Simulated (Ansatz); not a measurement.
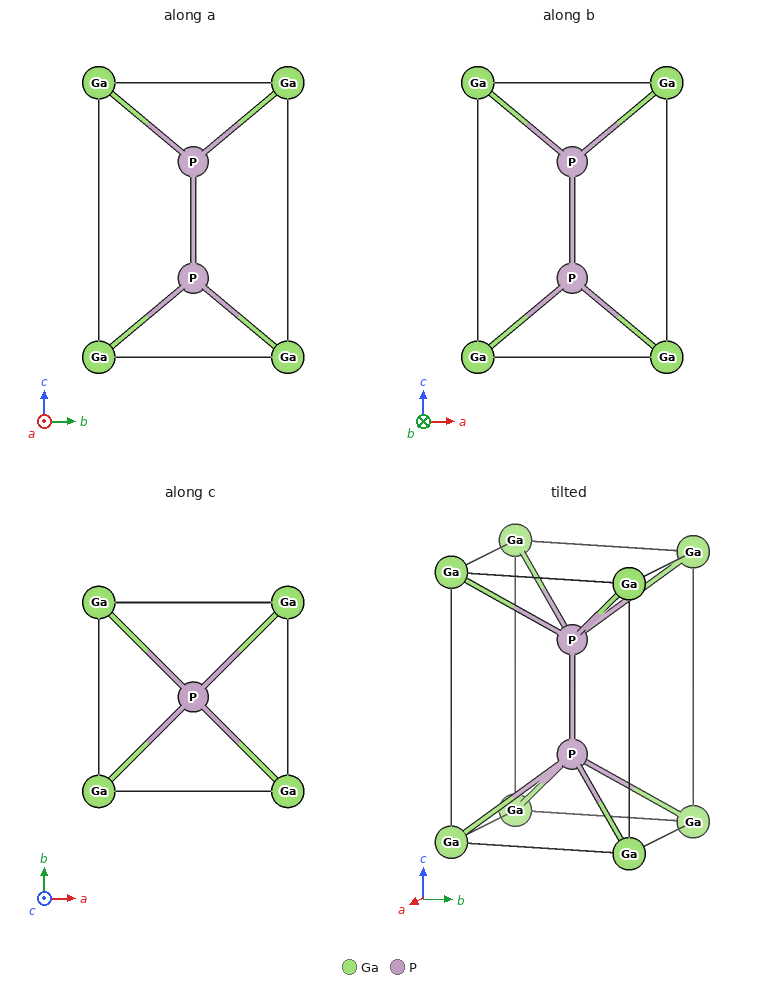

The image is a ball-and-stick drawing of a crystal, viewed along the a axis, along the b axis, along the c axis and slightly off an axis. The frame is the conventional unit cell; atoms at its boundary are shown with their periodic copies.

Lattice parameters: a = 3.379 Å, b = 3.379 Å, c = 4.910 Å, α = 90.00°, β = 90.00°, γ = 90.00°. Put a along x and b in the xy plane.

> From the views, write a POSCAR file, with free fractional coordinates to two decimals.

```
Ga P
1.0
     3.379    0.000    0.000
     0.000    3.379    0.000
     0.000    0.000    4.910
Ga P
1 2
Direct
  0.00 0.00 0.00
  0.50 0.50 0.71
  0.50 0.50 0.29
```

The model was built from a structure type filled with these elements by a generator (whether the compound takes this form wasn't checked). Earlier steps of the study, as a rule a relaxation of our own, may have changed the cell and positions, so they can lie some per cent off the listed ones. An electronic-structure calculation with Ansatz was run on it.
